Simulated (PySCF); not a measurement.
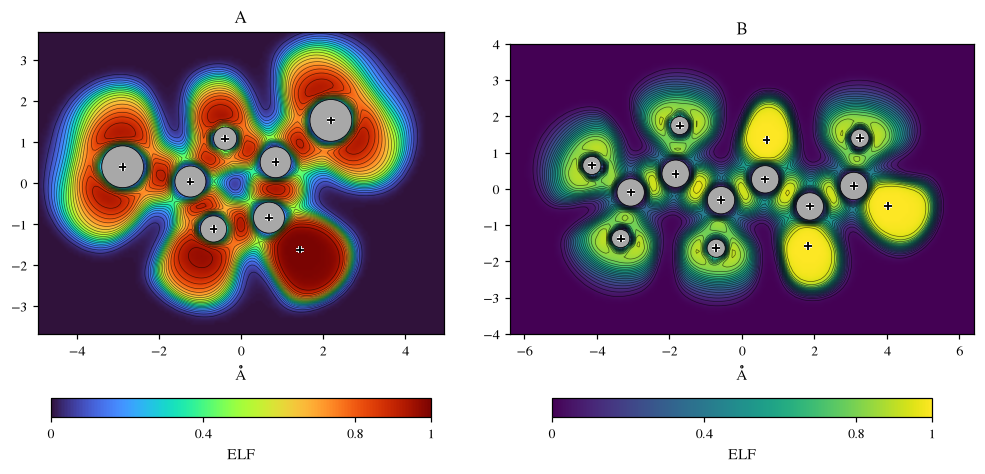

The ELF of 2 systems, each on a plane through atoms (crosses mark nuclei in the plane; grey discs cover the cores).

Theory: B3LYP/def2-SVPD, SCF density, gas phase in PySCF 2.14.0.

System 1: C₆H₃F₅ (SMILES F/C=C\C=C(/F)C(F)=C(F)F), the molecular plane. Geometry: PBE0-D3(BJ)/def2-SVP.

```yaml
atoms:
  - { symbol: F, position_ang: [-3.0728, -0.4718, -1.7000] }
  - { symbol: C, position_ang: [-3.0550, -0.0275, -0.4483] }
  - { symbol: C, position_ang: [-1.9132, 0.1622, 0.2249] }
  - { symbol: C, position_ang: [-0.6061, -0.0901, -0.3268] }
  - { symbol: C, position_ang: [0.5376, 0.1027, 0.3561] }
  - { symbol: F, position_ang: [0.5212, 0.5479, 1.6126] }
  - { symbol: C, position_ang: [1.8627, -0.1426, -0.1759] }
  - { symbol: F, position_ang: [1.8999, -0.5851, -1.4326] }
  - { symbol: C, position_ang: [3.0360, 0.0280, 0.4567] }
  - { symbol: F, position_ang: [3.1658, 0.4509, 1.6821] }
  - { symbol: F, position_ang: [4.1842, -0.2203, -0.1116] }
  - { symbol: H, position_ang: [-4.0543, 0.1584, -0.0470] }
  - { symbol: H, position_ang: [-1.9933, 0.5287, 1.2501] }
  - { symbol: H, position_ang: [-0.5204, -0.4569, -1.3503] }
```

System 2: C₃HCl₂NO (SMILES Clc1cnc(Cl)o1), the molecular plane. Geometry: PBE0-D3(BJ)/def2-SVP.

```
atom    x (Å)    y (Å)   z (Å)
  Cl  -2.2280  -1.3723  0.8821
   C  -0.8509  -0.4529  0.5566
   C  -0.6345   0.8637  0.2928
   N   0.7179   1.0520  0.0997
   C   1.2289  -0.1176  0.2499
  Cl   2.8532  -0.5713  0.1414
   O   0.3460  -1.0935  0.5312
   H  -1.3589   1.6722  0.2317
```

### Which map belongs to which system?

Panel A is system 2, C₃HCl₂NO: the plane holds Cl, C, N, O and H. C–N (1.29 Å): the ELF peaks at about 0.90 between the atoms (localised, covalent bonding). Panel B is system 1, C₆H₃F₅: the plane holds F, C and H. C–F (1.30 Å): the ELF peaks at about 0.85 between the atoms; a polar covalent bond.
